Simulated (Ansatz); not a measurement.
## Response to strain in InAs

The reference is InAs in the zinc blende structure (space group F-43m, No. 216; a = 6.026 Å).

Strains are applied to the cell and any free atomic positions relax.

The values are results of LDA (Ansatz, an electronic-structure program, PAW, scalar-relativistic without spin-orbit coupling), not measurements.

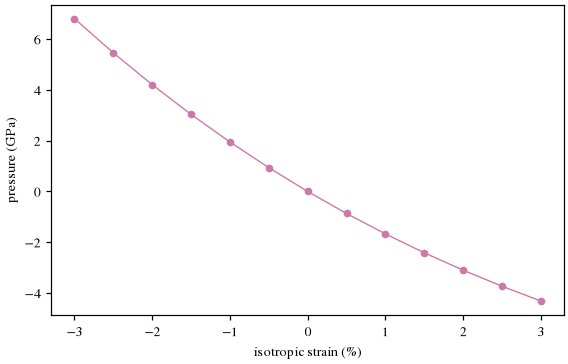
Figure: Pressure against isotropic strain

Problem. From the plot, what is the pressure for isotropic strain +0.50 %?

Solution. About -0.9 GPa.

Problem. Is the trend monotonic over the range shown?

Solution. Yes, it falls throughout, spanning -4.3 GPa to 6.8 GPa.

The mesh was chosen for an insulator and is coarse for the gapless case. Whether these cells are dynamically stable was not tested. The final runs are not spin-polarised.
